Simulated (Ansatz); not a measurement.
**CH6AlNSi: how energies converge with the basis set**

Aim: see how fast density functionals converge with the basis set for CH6AlNSi.

Method: one geometry, several basis sets; program: Ansatz 0.2.0, Gaussian basis.

Levels to be run: PBE0-D4/def2-SVP; ωB97M-V/def2-SVP; PBE0-D4/def2-QZVPP; ωB97M-V/def2-QZVPP; the functionals' def2-TZVPP values are taken from earlier runs.

**1. The relaxed structure**

All runs share one geometry, relaxed beforehand with PBE0-D4 in a triple-zeta def2 set.

SMILES `C[N]1[AlH][SiH2]1`, 10 atoms, charge 0, spin multiplicity 1.

Atoms are counted from 1 here; the program's logs count them from 0.

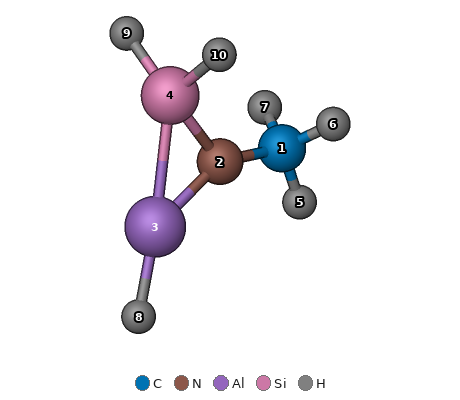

The structure; carbon blue, nitrogen brown, aluminium purple, silicon pink, hydrogen grey; atoms are numbered from 1 in the order of the file.

Coordinates:

```xyz
10
charge 0, multiplicity 1
C    -0.1561    1.4088   -0.2034
N     0.1217   -0.0050   -0.2279
Al    0.8040   -1.4130   -1.0647
Si   -0.2409   -1.2529    0.9709
H     0.1972    1.8965   -1.1161
H     0.3336    1.8990    0.6464
H    -1.2314    1.6047   -0.1165
H     1.5387   -1.6727   -2.4393
H    -1.6958   -1.4562    1.2512
H     0.4121   -1.0603    2.3024
```

**2. PBE0-D4 in def2-SVP**

in.yaml reads:

```yaml
crystal:
  periodic: [false, false, false]
  atoms:
    - {symbol: C, position_ang: [-0.156100, 1.408817, -0.203444]}
    - {symbol: N, position_ang: [0.121695, -0.004957, -0.227922]}
    - {symbol: Al, position_ang: [0.804041, -1.412999, -1.064673]}
    - {symbol: Si, position_ang: [-0.240931, -1.252949, 0.970921]}
    - {symbol: H, position_ang: [0.197170, 1.896472, -1.116124]}
    - {symbol: H, position_ang: [0.333574, 1.898996, 0.646380]}
    - {symbol: H, position_ang: [-1.231398, 1.604712, -0.116507]}
    - {symbol: H, position_ang: [1.538689, -1.672656, -2.439255]}
    - {symbol: H, position_ang: [-1.695779, -1.456220, 1.251213]}
    - {symbol: H, position_ang: [0.412140, -1.060315, 2.302412]}
basis:
  gaussian: {orbitals: def2-SVP}
hamiltonian: {xc: pbe0, dispersion: d4}
output: {orbitals: {seedname: orbitals}}
```

Launch:

```console
ansatz run in.yaml --threads 2 --pin off --events-out ev --progress --plain --max-ram 4352MiB
```

The runs that follow: ωB97M-V in def2-SVP; PBE0-D4 in def2-QZVPP; ωB97M-V in def2-QZVPP.

**Question.** What will the summary of the whole plan be? Wanted: PBE0-D4: double and triple zeta above quadruple; ωB97M-V: double and triple zeta above quadruple.

**Answer**, as computed:

| quantity | value |
| --- | --- |
| PBE0-D4: double and triple zeta above quadruple | 8.67, 0.62 eV |
| ωB97M-V: double and triple zeta above quadruple | 8.78, 0.59 eV |

**Reading.** PBE0-D4 gains 8.05 eV from double to triple zeta, then 0.62 eV more. These are total energies; as a rule much of such shifts cancels in differences, which this series doesn't test. The LUMO of ωB97M-V is positive and keeps falling with the basis (0.80 to 0.30 eV): an unbound level that the basis holds in place.
